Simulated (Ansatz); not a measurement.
**BClF2···H (doublet): density, localisation and related maps**

| atom | x (Å) | y (Å) | z (Å) |
| --- | --- | --- | --- |
| B | 0.0000 | -0.0002 | -0.0667 |
| Cl | 0.0000 | 0.0000 | 1.7455 |
| F | 1.1298 | 0.0001 | -0.7123 |
| F | -1.1298 | 0.0001 | -0.7123 |
| H | 0.0000 | 0.0000 | 4.3157 |

Not at a stationary point (largest force 1.6 eV/Å).

Method: UKS LDA/def2-SVP (Ansatz).

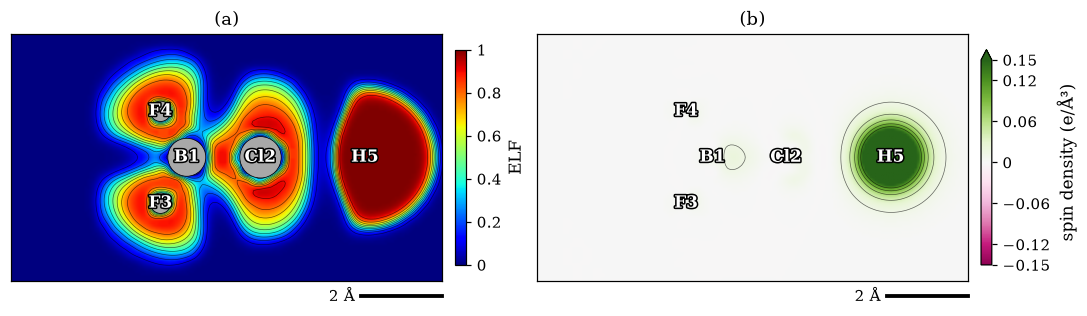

Figure 1. (a) electron localisation function; (b) spin density (α minus β) on the molecular plane. Grey discs cover the atomic cores in the ELF map.

### What do the fields say about this system?

The section cuts through B, Cl, F and H sites.
Cl2···H5 (2.57 Å): the ELF dips to about 0.10 between them.
B–F (1.30 Å): the ELF peaks at about 0.85 between the atoms, as expected for a polar covalent bond.
B–Cl (1.81 Å): the ELF peaks at about 0.90 between the atoms: a polar covalent bond.
The ELF also peaks beside F3, Cl2 and F4, away from the bonds: non-bonding electrons, paired or unpaired.
The unpaired spin (1 electron) lies mostly on H5 (about 0.9), in electrons by Hirshfeld's partition.

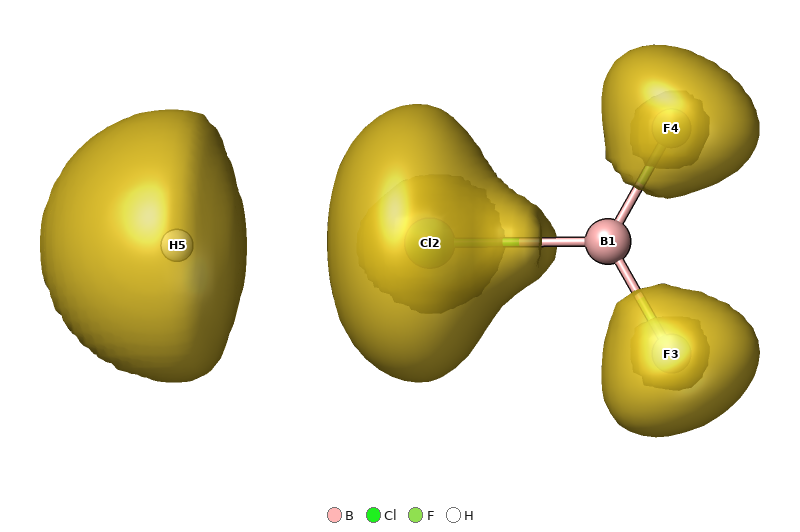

Figure 2. Isosurface of the electron localisation function at 0.75 (yellow), seen at a tilt. Only the valence region is drawn (cores and ρ < 0.01 e/Å³ removed).

### Where are the electrons localised?

The ELF exceeds this value in one region around a hydrogen nucleus, one region on Cl in which the atom's valence shell and bonds are merged and two regions on F in which the atom's valence shell and bonds are merged.

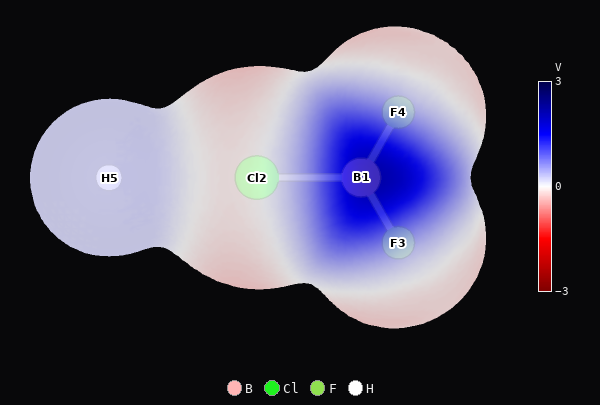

Figure 3. The molecular electrostatic potential painted on the density surface at 0.002 e/bohr³, seen across its widest extent; red is negative and blue positive.

### Where is the surface potential most negative and most positive?

The most negative region (about −0.3 V) lies over Cl2, F3 and F4, the most positive (about +2.0 V) over B1.
